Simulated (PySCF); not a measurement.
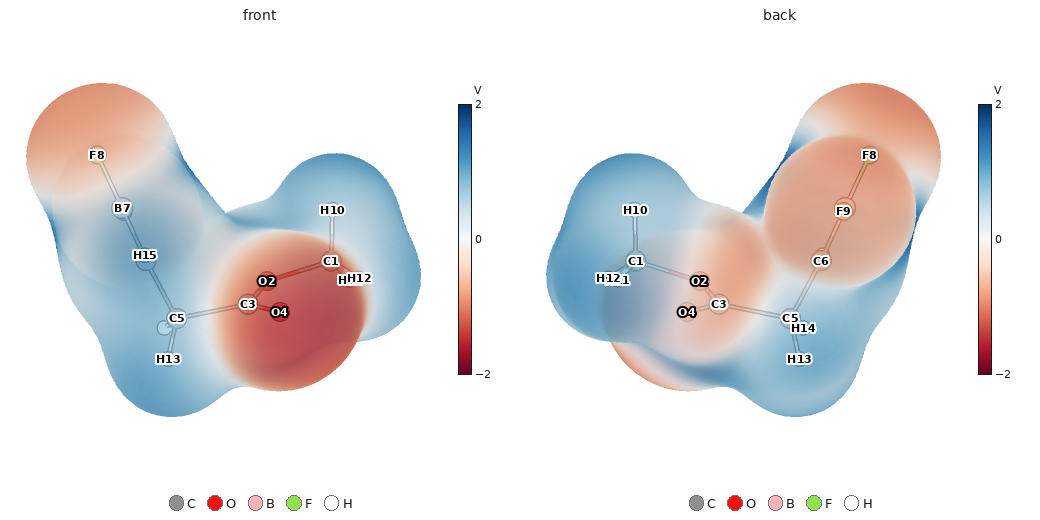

Figure. C₄H₆BF₂O₂ (SMILES COC(=O)C[CH]B(F)F) (doublet). The electrostatic potential painted on the density surface at 0.002 e/bohr³, seen from the front and from behind; red is negative and blue positive.

Geometry: GFN2-xTB.

Theory: UKS B3LYP, pcH-1 on B C F H O, non-relativistic, mean-field spin-orbit, GIAO in PySCF.

```yaml
atoms:
  - { symbol: C, position_ang: [2.1749, 1.2176, -0.4168] }
  - { symbol: O, position_ang: [1.1578, 0.2520, -0.6766] }
  - { symbol: C, position_ang: [0.7298, -0.4895, 0.3305] }
  - { symbol: O, position_ang: [1.1419, -0.4630, 1.4551] }
  - { symbol: C, position_ang: [-0.4295, -1.3909, -0.1415] }
  - { symbol: C, position_ang: [-1.6510, -0.6166, 0.1507] }
  - { symbol: B, position_ang: [-2.3469, 0.2715, -0.8582] }
  - { symbol: F, position_ang: [-3.4081, 1.0111, -0.5538] }
  - { symbol: F, position_ang: [-1.9638, 0.3693, -2.1277] }
  - { symbol: H, position_ang: [1.7265, 2.2114, -0.4411] }
  - { symbol: H, position_ang: [2.9202, 1.1268, -1.2053] }
  - { symbol: H, position_ang: [2.6252, 1.0364, 0.5602] }
  - { symbol: H, position_ang: [-0.3790, -2.3165, 0.4324] }
  - { symbol: H, position_ang: [-0.3081, -1.5621, -1.2102] }
  - { symbol: H, position_ang: [-1.9944, -0.6496, 1.1747] }
```

**Describe the electrostatic potential map.**

The most negative region (about −1.5 V) lies over O4, the most positive (about +1.7 V) over B7. O4 is the likeliest acceptor of a hydrogen bond.
